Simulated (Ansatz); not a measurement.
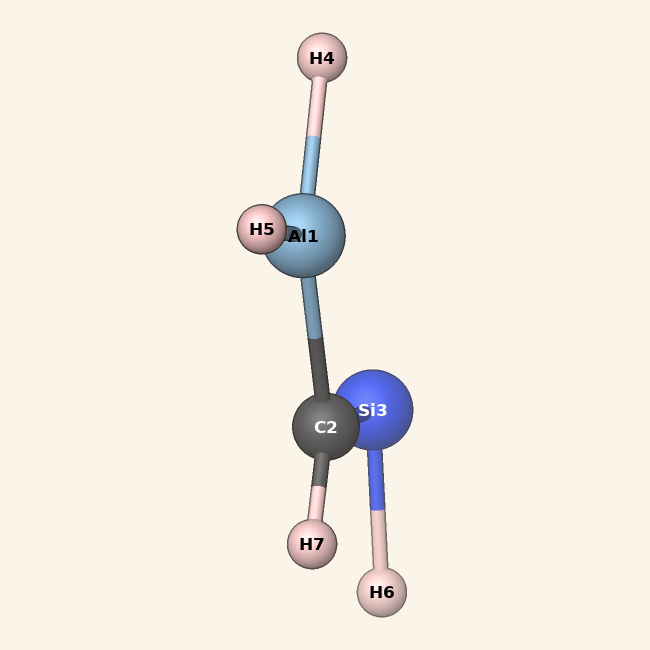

Si3 lies behind C2. The molecule seen a little off the C2–Si3 bond, C2 in front. Distant atoms are faded towards the background colour. State: charge −1, singlet. The computed structure is the end point of a PBE0-D4/def2-TZVPD optimisation. No frequency run is at hand to confirm it as a minimum.

What is the torsion angle Al1–C2–Si3–H6? The sign is positive where the front bond must turn clockwise to cover the back bond.

Answer. 179°, antiperiplanar (anti).
